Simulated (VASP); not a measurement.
Band structure of CdSe (zinc blende). These are vdW-DF2, VASP's PBE PAW potentials (set 64) (plane waves; VASP) values and carry that method's errors.

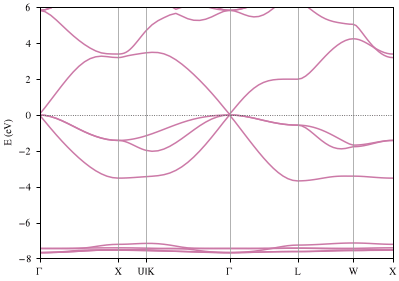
*Bands along high-symmetry lines, zero at the valence-band maximum or, without a gap, the Fermi level*

Problem. Read the plot: is there a gap, and where are the band edges?

Solution. The gap is direct, 0.04 eV, from the valence maximum at Γ to the conduction minimum at Γ. (Edges off the drawn lines would not show.)

The compound is CdSe in the zinc blende structure, whereas wurtzite is the usual form. It was relaxed first, which changed the volume by +17 %.
